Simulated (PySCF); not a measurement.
**MoS2 (charge +1): frequency calculation**

System: MoS2, charge +1, multiplicity 2.
Method: UKS-based PBE, Mo def2-SVP with ECP28, S def2-SVP; non-relativistic Hamiltonian with a scalar-relativistic core potential; density fitting (PySCF 2.14.0).

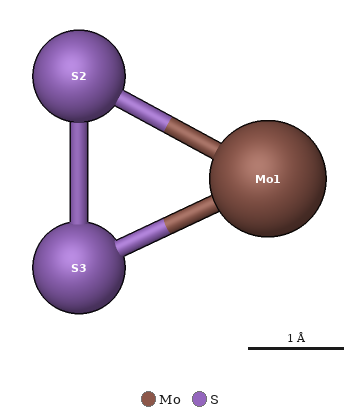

*The structure (ball-and-stick view, seen at a tilt; atoms are numbered from 1 in the order of the input). Sticks mark near contacts.*

Input file
```python
from pyscf import gto, scf, dft
mol = gto.M(atom='''
Mo     0.023192     0.000000    -0.797219
S     -1.063924     0.000000     1.191053
S      0.992885     0.000000     1.250889''',
    basis={'Mo': 'def2-SVP', 'S': 'def2-SVP'},
    ecp={'Mo': 'def2-SVP'},
    charge=1, spin=1)
mf = dft.UKS(mol, xc='PBE')
mf.grids.atom_grid = (75, 302)
aux = {'Mo': 'def2-universal-JKFIT', 'S': 'def2-universal-JKFIT'}
mf = mf.density_fit(auxbasis=aux)
mf.conv_tol = 1e-09
mf.diis_space = 10
mf.max_cycle = 60
mf.verbose = 4
mf.kernel()
```

The script is an equivalent of the set-up of the self-consistent field. The run itself was carried out by a driver, which started from the orbitals of the step before it where there was one and computed the further properties.

Hardware: 2 threads of Intel Xeon @ 2.60GHz (Ice Lake), 24 GiB of memory available, shared host.

Command:
```bash
OMP_NUM_THREADS=2 python axn.py task.json out
```

The program's output
```
init E= -863.697547714516
  alpha nocc = 23  HOMO = -0.395400038166957  LUMO = -0.341864430170488
  beta  nocc = 22  HOMO = -0.399978896172044  LUMO = -0.351194186095074
  HOMO = -0.395400038167  LUMO = -0.351194186095  gap/eV = 1.20290
cycle= 1 E= -863.697547704164  delta_E= 1.04e-08  |g|= 0.000129  |ddm|= 0.000153
  alpha nocc = 23  HOMO = -0.395446845976844  LUMO = -0.341922923444565
  beta  nocc = 22  HOMO = -0.400033687544574  LUMO = -0.351233515356333
  HOMO = -0.395446845977  LUMO = -0.351233515356  gap/eV = 1.20311
cycle= 2 E= -863.697547022926  delta_E= 6.81e-07  |g|= 0.00104  |ddm|= 0.00123
  alpha nocc = 23  HOMO = -0.395405514577119  LUMO = -0.341871327943435
  beta  nocc = 22  HOMO = -0.399985297667841  LUMO = -0.351199142740079
  HOMO = -0.395405514577  LUMO = -0.35119914274  gap/eV = 1.20292
cycle= 3 E= -863.697547714679  delta_E= -6.92e-07  |g|= 6.12e-06  |ddm|= 0.00109
  alpha nocc = 23  HOMO = -0.395405407416158  LUMO = -0.341871252128479
  beta  nocc = 22  HOMO = -0.399985198719926  LUMO = -0.351199083877464
  HOMO = -0.395405407416  LUMO = -0.351199083877  gap/eV = 1.20292
cycle= 4 E= -863.697547714707  delta_E= -2.82e-11  |g|= 1.22e-06  |ddm|= 1.09e-05
  alpha nocc = 23  HOMO = -0.395405167466368  LUMO = -0.341871108985206
  beta  nocc = 22  HOMO = -0.399984973554633  LUMO = -0.351199031636425
  HOMO = -0.395405167466  LUMO = -0.351199031636  gap/eV = 1.20291
Extra cycle  E= -863.697547714702  delta_E= 5.46e-12  |g|= 3.23e-06  |ddm|= 9.24e-06
converged SCF energy = -863.697547714702  <S^2> = 1.7745308  2S+1 = 2.8457202
```

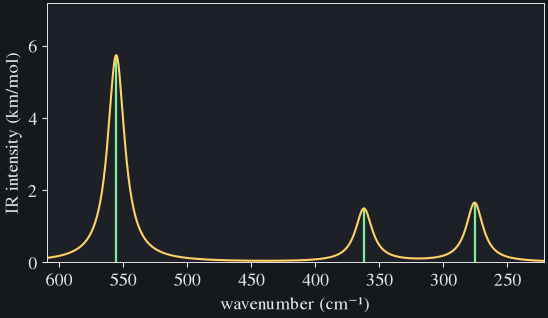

*Harmonic infrared spectrum, unscaled: sticks (degenerate modes added up, dark ones marked on the axis) with a Lorentzian envelope of 16 cm⁻¹ full width, scaled to the tallest stick.*

3 modes from 276 to 555 cm⁻¹, none imaginary. The strongest line is at 555 cm⁻¹ (5.7 km/mol). All modes, in cm⁻¹ (km/mol): 276 (1.6), 362 (1.5), 555 (5.7).

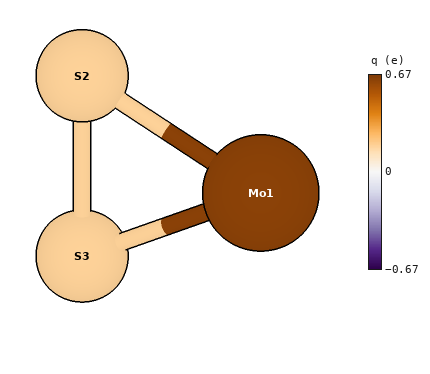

*Mulliken charges, as the colour of each atom (ball-and-stick view, seen at a tilt; atoms are numbered from 1 in the order of the input).*

By element: Mo +0.63 and S +0.18 e.

Results in brief

- outcome: converged
- total energy: −863.697548 hartree
- ⟨S²⟩: 1.775
- zero-point energy: 0.002717 hartree
- wavenumbers, lowest and highest: 276 and 555 cm⁻¹
- wall time: 28 s (CPU time 57 s)
- peak memory: 0.65 GiB

Checks after the run noted: spin contamination. ⟨S²⟩ is 1.77 against 0.75 for a pure state: the solution is spin-contaminated.
